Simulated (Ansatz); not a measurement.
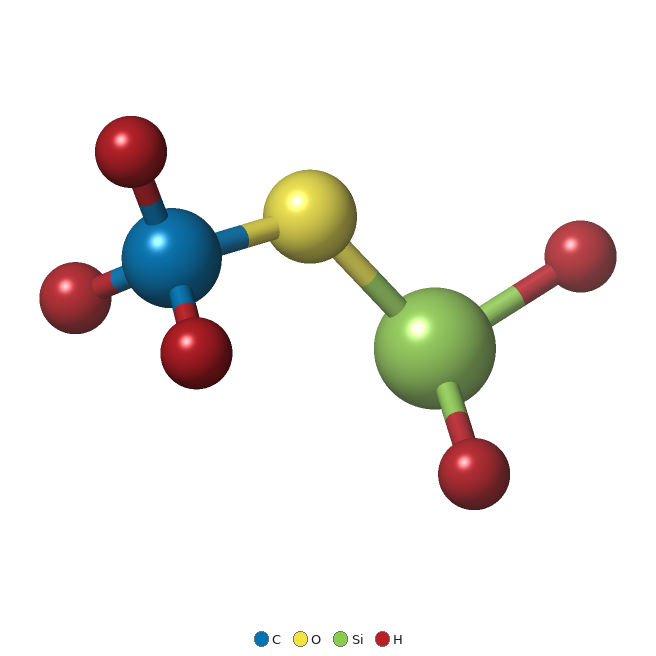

Rendered structure (ball-and-stick style).

State: neutral, doublet. The computed structure is the end point of a PBE0-D4/def2-TZVP optimisation.

Give the formula.

Answer. CH₅OSi, 8 atoms: 1 carbon, 5 hydrogen, 1 oxygen and 1 silicon.

Does it have rings?

Answer. It has no ring.

More results for the same structure follow; atom numbers are the same in all pictures, views and colours differ.

Shape

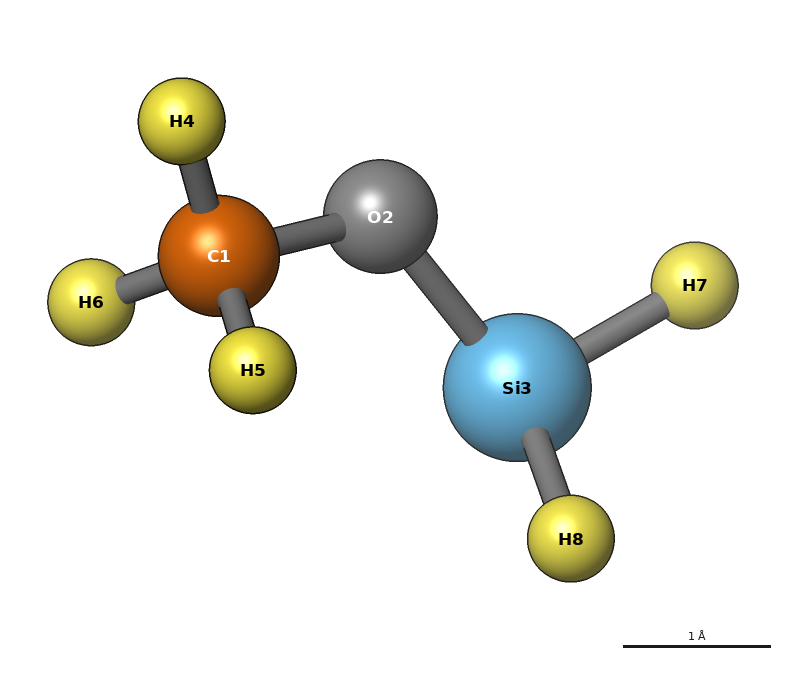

Atoms carry their numbers in the input.

What are the angles O2–C1–H4, O2–C1–H5, O2–C1–H6, H4–C1–H5, H4–C1–H6, H5–C1–H6, C1–O2–Si3, O2–Si3–H7, O2–Si3–H8, H7–Si3–H8?

| angle | degrees |
| --- | --- |
| O2–C1–H4 | 108.2 |
| O2–C1–H5 | 111.7 |
| O2–C1–H6 | 111.1 |
| H4–C1–H5 | 108.6 |
| H4–C1–H6 | 108.6 |
| H5–C1–H6 | 108.7 |
| C1–O2–Si3 | 123.9 |
| O2–Si3–H7 | 105.9 |
| O2–Si3–H8 | 109.8 |
| H7–Si3–H8 | 111.1 |

Charges

The questions are on Mulliken charges. Level of theory: UKS ωB97M-V/def2-TZVPP (Ansatz 0.2.0).

List the Mulliken charges.

| atom | value (e) |
| --- | --- |
| C1 | −0.17 |
| O2 | −0.33 |
| Si3 | 0.20 |
| H4 | 0.12 |
| H5 | 0.11 |
| H6 | 0.12 |
| H7 | −0.02 |
| H8 | −0.04 |

Levels of theory compared

Program: Ansatz 0.2.0.

At this fixed geometry, give dipole (D), HOMO energy (eV) at these levels: B3LYP-D4/def2-TZVPP; PBE-D4/def2-TZVPP; r2SCAN-D4/def2-TZVPP; ωB97M-V/def2-TZVPP.

| level | dipole (D) | HOMO energy (eV) |
| --- | --- | --- |
| B3LYP-D4/def2-TZVPP | 1.24 | −5.53 |
| PBE-D4/def2-TZVPP | 1.22 | −4.63 |
| r2SCAN-D4/def2-TZVPP | 1.23 | −4.97 |
| ωB97M-V/def2-TZVPP | 1.24 | −7.59 |

Vibrations

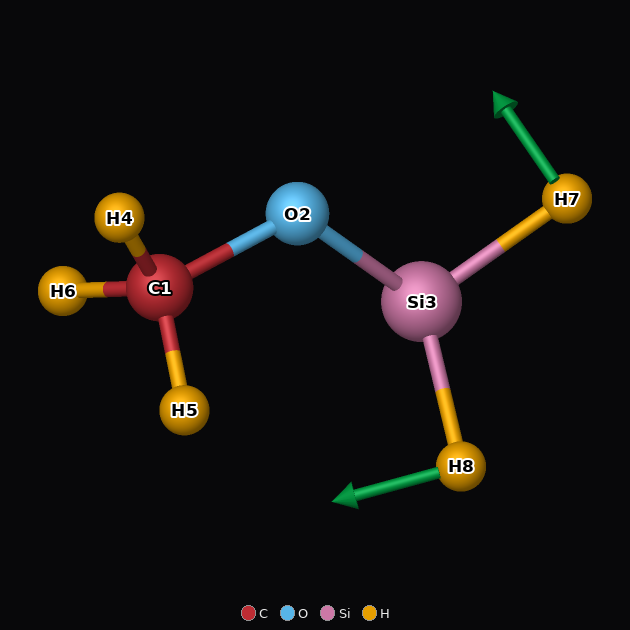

The arrows show one normal mode. Harmonic vibrations computed with UKS PBE0-D4/def2-TZVP (Ansatz 0.2.0) at a stationary point of the same level.

Describe the motion.

Answer. Mostly H–Si–H bending.

At what wavenumber does it lie?

Answer. 905 cm⁻¹; it is mode 7 of 18 counted from the lowest.

Mulliken values depend strongly on the basis set and can even reverse the polarity of a bond.
